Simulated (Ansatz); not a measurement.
CH8SSn: several calculations on one system

## 1. Relaxation

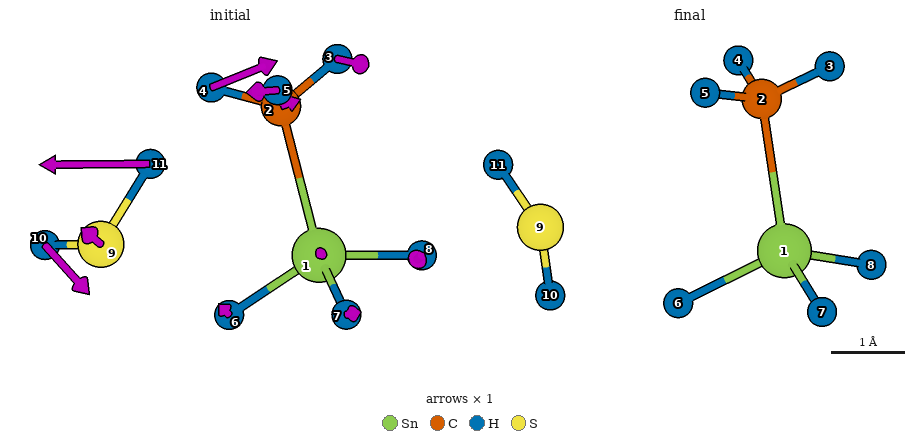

The structure of CH₈SSn before (left) and after (right) a relaxation, at one scale. The purple arrows give the displacements, at their true length.

The picture is a ball-and-stick view, seen at a tilt.

The run prepares an end point of a later path (reaction) calculation, from a guessed geometry.

The calculation used Ansatz 0.2.0, RKS PBE/def2-SVP.

Input file:
```yaml
crystal:
  periodic: [false, false, false]
  atoms:
    - { symbol: Sn, position_ang: [-0.133575, -0.131711, 0.132412] }
    - { symbol: C, position_ang: [-0.170163, -0.116626, 2.29266] }
    - { symbol: H, position_ang: [-0.851026, -0.916049, 2.646497] }
    - { symbol: H, position_ang: [0.834155, -0.320112, 2.711592] }
    - { symbol: H, position_ang: [-0.555139, 0.844179, 2.6856] }
    - { symbol: H, position_ang: [1.469464, -0.350894, -0.470666] }
    - { symbol: H, position_ang: [-0.849278, 1.297092, -0.517658] }
    - { symbol: H, position_ang: [-1.078076, -1.494021, -0.391084] }
    - { symbol: S, position_ang: [1.873729, 2.644333, 1.374237] }
    - { symbol: H, position_ang: [2.98308, 1.855882, 1.386401] }
    - { symbol: H, position_ang: [1.200129, 1.749328, 2.187308] }
basis:
  gaussian: { orbitals: def2-SVP }
hamiltonian:
  xc: pbe
relax:
  f_tol: 0.03
  max_steps: 50
output:
  orbitals: {}
```

Command:
```bash
ansatz run input.yaml --threads 2 --pin off --max-ram 3072MiB --backend cpu --events-out ev --progress --plain --runs-dir out
```

Describe what moved and what it gained.

Answer. Over 28 accepted moves (34 points after the start) the energy falls by 0.140 eV. The largest force component goes from 0.49 to 0.024 eV/Å. The line search rejected the trial steps at points 5, 8, 11, 16, 19, 27 of the run. The forces were under the threshold at step 6, but the run went on from there. The largest move after the best rigid fit is that of H11, 1.55 Å. Largest moves by element: H 1.55 Å, S 0.52 Å, C 0.32 Å, Sn 0.18 Å. Near-neighbour distances that change, for instance: S9–H11 1.384 → 1.362 Å, Sn1–H6 1.727 → 1.735 Å, Sn1–C2 2.161 → 2.169 Å, Sn1–H8 1.738 → 1.733 Å. Bond angles that change, for instance: C2–Sn1–H8 107.3° → 110.5°, Sn1–C2–H5 111.5° → 108.5°, H6–Sn1–H7 111.0° → 108.6°. Groups turn about Sn1–C2 by about 55°.

## 2. Relaxation

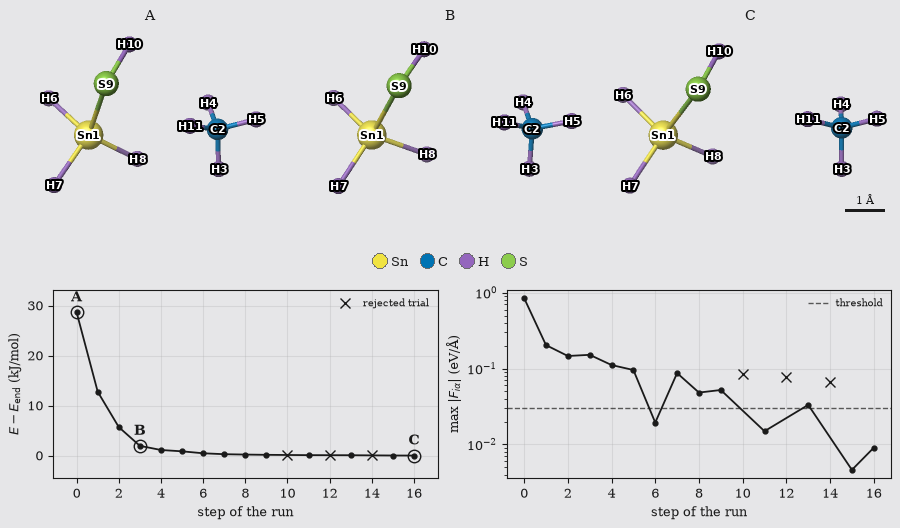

Frames of a relaxation of CH$_{8}$SSn, marked on the history of the run. The picture is a ball-and-stick view, seen from a free direction.

The run prepares an end point of a later path (reaction) calculation, from a guessed geometry.

The calculation used Ansatz 0.2.0, RKS PBE/def2-SVP. (no spin polarisation; force threshold 0.03 eV/Å; at most 50 steps)

**Describe the path.**

The energy falls by 28.6 kJ/mol in 13 accepted moves (16 points after the start). The largest force component goes from 0.85 to 0.009 eV/Å. The line search rejected the trial steps at points 10, 12, 14 of the run. The forces were under the threshold at step 6, but the run went on from there. The largest move after the best rigid fit is that of H4, 0.86 Å. By element the largest moves are H 0.86 Å, Sn 0.66 Å, C 0.63 Å, S 0.26 Å. Some distances before and after: Sn1–H8 1.715 → 1.729 Å, Sn1–S9 2.445 → 2.455 Å, Sn1–H7 1.729 → 1.723 Å, Sn1–H6 1.734 → 1.729 Å. Among the angles between lasting bonds that change: H8–Sn1–S9 121.3° → 109.9°, H7–Sn1–S9 100.9° → 104.1°, H6–Sn1–S9 106.3° → 109.5°. The run took 35 s on 2 threads of Arm Neoverse V1 (shared host), peak memory 0.13 GiB. From step 0 to 3: Sn1 moves most (0.44 Å), energy −26.7 kJ/mol. From step 3 to 16: H4 moves most (0.47 Å), energy −1.94 kJ/mol.

```tsv
step	E − E(0), kJ/mol	largest force component, eV/Å	note
0	0.00	0.8485	
1	-15.87	0.2039	
2	-22.94	0.1464	
3	-26.68	0.1517	
4	-27.51	0.1113	
5	-27.78	0.0956	
6	-28.17	0.0194	
7	-28.35	0.0871	
8	-28.43	0.0482	
9	-28.48	0.0521	
10	-28.44	0.0848	rejected
11	-28.54	0.0149	
12	-28.45	0.0781	rejected
13	-28.56	0.0332	
14	-28.52	0.0669	rejected
15	-28.61	0.0046	
16	-28.63	0.0090
```

Limits of the set-up: the start holds two separate molecules, 2.3 Å apart at their closest, whose relative position is a soft coordinate and is computed without a dispersion correction.

## 3. Path

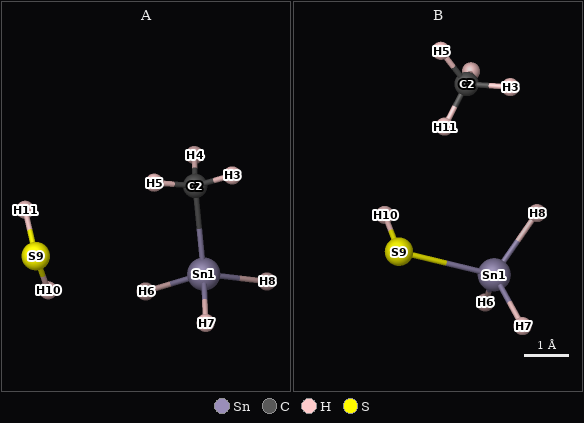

The two relaxed end points of a path for CH₈SSn, made up at the start of CH$_{6}$Sn and H₂S. The picture is a ball-and-stick view, seen at a tilt.

All numbers below come from Ansatz, RKS PBE/def2-SVP.

Run with 5 movable images; climbing image; force threshold 0.05 eV/Å; iteration limit 60.

Start:
```xyz
11

Sn   -0.1216   -0.3323    0.1485
C    -0.4236   -0.3132    2.2958
H    -1.5039   -0.3935    2.5223
H     0.1104   -1.1627    2.7630
H    -0.0320    0.6410    2.6969
H     1.5671   -0.1936   -0.2240
H    -0.9616    0.9807   -0.6011
H    -0.6991   -1.8173   -0.5327
S     1.8874    3.0576    1.7265
H     2.3247    2.3384    0.6555
H     2.5755    2.2563    2.5867
```

End:
```xyz
11

Sn    0.5282    0.5286   -1.0403
C    -0.1061    0.0453    3.5621
H    -1.1427   -0.2588    3.3230
H     0.5587   -0.8365    3.4938
H    -0.0702    0.4516    4.5905
H     1.8019   -0.1180   -2.0144
H    -0.6637    1.3125   -2.0068
H    -0.1705   -0.7120   -0.0599
S     1.4167    2.3205    0.3833
H     2.3458    1.5070    0.9608
H     0.2251    0.8212    2.8452
```

Predict the minimum-energy path and its barrier.

Answer. The energy climbs by 1.60 eV to image 3 and then falls by 2.45 eV, so the end point sits at −0.85 eV. Breaking: S9–H11 (1.36 → 1.72 at the top → 3.12 Å), Sn1–C2 (2.17 → 2.47 at the top → 4.67 Å). Forming: C2–H11 (3.96 → 1.41 at the top → 1.11 Å), Sn1–S9 (4.24 → 2.87 at the top → 2.45 Å). The band converged in 15 iterations. The largest component of the band force went from 21 to 0.023 eV/Å. The climbing image converged on the top of the path. Its vibrational analysis gives one imaginary mode (1273i cm⁻¹), as a transition state must have.

Energies of the converged images:

| image | path (Å) | E (eV) |
| --- | --- | --- |
| 0 | 0.00 | 0.000 |
| 1 | 1.43 | 0.013 |
| 2 | 2.87 | 0.167 |
| 3 | 4.30 | 1.602 |
| 4 | 5.54 | -0.210 |
| 5 | 6.78 | -0.795 |
| 6 | 8.02 | -0.845 |

The geometry at the top of the path:

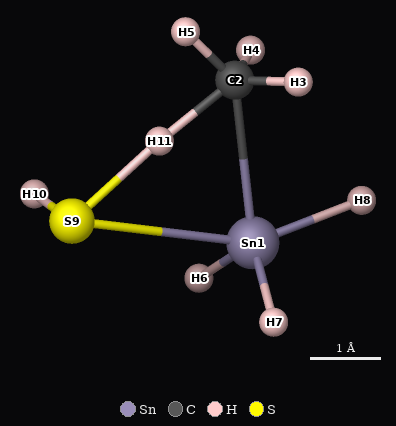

Limits of the set-up: the start holds two separate molecules, 2.8 Å apart at their closest, whose relative position is a soft coordinate and is computed without a dispersion correction.

Cost: 2.6 min on 2 threads of Arm Neoverse V1, with other jobs on the host, peak memory 0.14 GiB.
